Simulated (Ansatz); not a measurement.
**Ga2As3: one change and its effect**

System: Ga2As3, charge −1, multiplicity 5.
Method of the first run: UKS r2SCAN-D4/def2-SVPD (Ansatz 0.2.0).

The geometry: r2SCAN-D4/def2-SVPD start. Text and figures count atoms from 1; the logs count them from 0 in places.

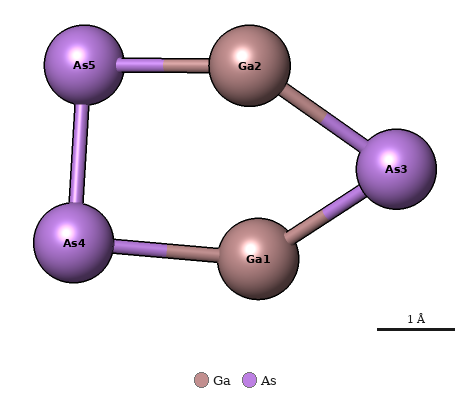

The input geometry (ball-and-stick view, seen at an oblique angle; atoms are numbered from 1 in the order of the input). Sticks mark near contacts.

## Input file, the first run
```yaml
crystal:
  periodic: [false, false, false]
  atoms:
    - {symbol: Ga, position_ang: [0.567963, 1.407979, 0.157047]}
    - {symbol: Ga, position_ang: [0.525591, -1.420318, -0.183682]}
    - {symbol: As, position_ang: [2.425948, -0.028808, -0.060122]}
    - {symbol: As, position_ang: [-1.759669, 1.062610, -0.463911]}
    - {symbol: As, position_ang: [-1.759832, -1.021464, 0.550667]}
basis:
  gaussian: {orbitals: def2-SVPD}
total_charge: -1
magnetization: {spin_polarized: true, initial_magnetization: 4}
hamiltonian: {xc: r2scan, dispersion: d4}
scf: {lower_state_search: "off"}
output: {orbitals: {seedname: orbitals}}
relax: {f_tol: 0.02, max_steps: 100}
```

Command:
```bash
ansatz run in.yaml --threads 4 --pin off --events-out ev --progress --plain --max-ram 4787MiB
```

Hardware: 4 threads of Arm Neoverse V2, 23 GiB of memory available, shared host.

## Output, shortened to warnings, some set-up lines, iterations and results (the first run)
```
[...]
mean field evaluation 1: about -287244.3422 eV, gradient 2.7e1 eV
mean field evaluation 2: about -287232.4593 eV, gradient 4.9e1 eV
mean field evaluation 4: about -287246.3279 eV, gradient 3.0e0 eV
mean field evaluation 8: about -287246.3784 eV, gradient 2.0e-1 eV
mean field evaluation 16: about -287246.3071 eV, gradient 1.5e-3 eV
[... 6 lines ...]
mean field evaluation 64: about -287246.9683 eV, gradient 1.5e-5 eV
relax step   6: F+E_penalty+E_count = -287247.03555874 eV  Δ(F+E_penalty+E_count) = -2.158e-1 eV  max|allowed force component| = 3.091e-1 eV/Å  Δτ_max = 0.1940 Å  (32 SCF …
relax step   7: F+E_penalty+E_count = -287247.08775308 eV  Δ(F+E_penalty+E_count) = -5.219e-2 eV  max|allowed force component| = 2.546e-1 eV/Å  Δτ_max = 0.1132 Å  (28 SCF …
relax step   8: F+E_penalty+E_count = -287247.09681655 eV  Δ(F+E_penalty+E_count) = -9.063e-3 eV  max|allowed force component| = 4.214e-2 eV/Å  Δτ_max = 0.0319 Å  (24 SCF …
relax step   9: F+E_penalty+E_count = -287247.09702790 eV  Δ(F+E_penalty+E_count) = -2.113e-4 eV  max|allowed force component| = 4.314e-3 eV/Å  Δτ_max = 0.0034 Å  (25 SCF …
Total energy: -287247.09704893 eV, -10556.1361134728 hartree
Atom 0 at     0.411242     1.155399     0.679089 Å, force     0.001010     0.000370     0.000481 eV/Å
Atom 1 at     0.349441    -1.163893    -0.697725 Å, force    -0.000317    -0.004314    -0.002427 eV/Å
Atom 2 at     2.449633    -0.029563    -0.060632 Å, force     0.000163     0.002197     0.001264 eV/Å
Atom 3 at    -1.623138     0.626242    -0.982177 Å, force    -0.000675     0.001035    -0.000061 eV/Å
Atom 4 at    -1.587176    -0.588186     1.061445 Å, force    -0.000181     0.000713     0.000742 eV/Å
Dipole moment:    -0.173677     0.002395     0.004424 e Å
Checks for a lower state left out: stability, starts, cluster_reference, orbital_swaps, neighbouring_geometries, increment
```

The input of the second run differs as follows (lines with − go, lines with + come):
```diff
-magnetization: {spin_polarized: true, initial_magnetization: 4}
+magnetization: {spin_polarized: true, initial_magnetization: 2}
```

What does this change do to the results?

With the same method and basis, the second run lies 26.0 kcal/mol lower. The HOMO goes from −0.12 to −0.46 eV. The LUMO goes from 0.23 to 0.51 eV. On the same kind of shared host the second run took about 1.4 times as long.

## Output, shortened to warnings, some set-up lines, iterations and results (the second run)
```
[...]
mean field evaluation 1: about -287245.4764 eV, gradient 2.7e1 eV
mean field evaluation 2: about -287232.5026 eV, gradient 5.1e1 eV
mean field evaluation 4: about -287247.4293 eV, gradient 5.3e0 eV
mean field evaluation 8: about -287247.6196 eV, gradient 2.0e-1 eV
mean field evaluation 16: about -287247.5414 eV, gradient 2.0e-3 eV
[... 12 lines ...]
mean field evaluation 96: about -287248.1560 eV, gradient 5.2e-2 eV
relax step  11: F+E_penalty+E_count = -287248.22388574 eV  Δ(F+E_penalty+E_count) = -1.712e-2 eV  max|allowed force component| = 1.082e-1 eV/Å  Δτ_max = 0.1224 Å  (30 SCF …
relax step  12: F+E_penalty+E_count = -287248.21654784 eV  Δ(F+E_penalty+E_count) = +7.338e-3 eV  max|allowed force component| = 2.566e-1 eV/Å  Δτ_max = 0.1098 Å  (30 SCF …
relax step  13: F+E_penalty+E_count = -287248.22537425 eV  Δ(F+E_penalty+E_count) = -1.489e-3 eV  max|allowed force component| = 6.619e-2 eV/Å  Δτ_max = 0.0439 Å  (25 SCF …
relax step  14: F+E_penalty+E_count = -287248.22600777 eV  Δ(F+E_penalty+E_count) = -6.335e-4 eV  max|allowed force component| = 1.530e-2 eV/Å  Δτ_max = 0.0104 Å  (26 SCF …
Total energy: -287248.22602747 eV, -10556.1776026688 hartree
Atom 0 at     0.730037     1.539721    -0.203078 Å, force     0.015299     0.002091    -0.001713 eV/Å
Atom 1 at     0.421172    -1.180835     0.130751 Å, force    -0.004028    -0.012433     0.001325 eV/Å
Atom 2 at     2.461149    -0.090516    -0.053827 Å, force     0.005658     0.013559    -0.001030 eV/Å
Atom 3 at    -1.698879     1.042468    -0.081113 Å, force    -0.006034    -0.000124     0.001086 eV/Å
Atom 4 at    -1.913478    -1.310839     0.207265 Å, force    -0.010895    -0.003093     0.000332 eV/Å
Dipole moment:    -0.022171    -0.089714     0.011453 e Å
Checks for a lower state left out: stability, starts, cluster_reference, orbital_swaps, neighbouring_geometries, increment
```

## The two runs side by side

```csv
quantity,the first run,the second run
outcome,converged,converged
total energy (hartree),−10556.136113,−10556.177603
HOMO (eV),−0.12,−0.46
LUMO (eV),0.23,0.51
⟨S²⟩,6.027,2.017
largest force (eV/Å),0.005,0.016
basis functions,190,190
wall time (shared host),1.8 min,2.5 min
```
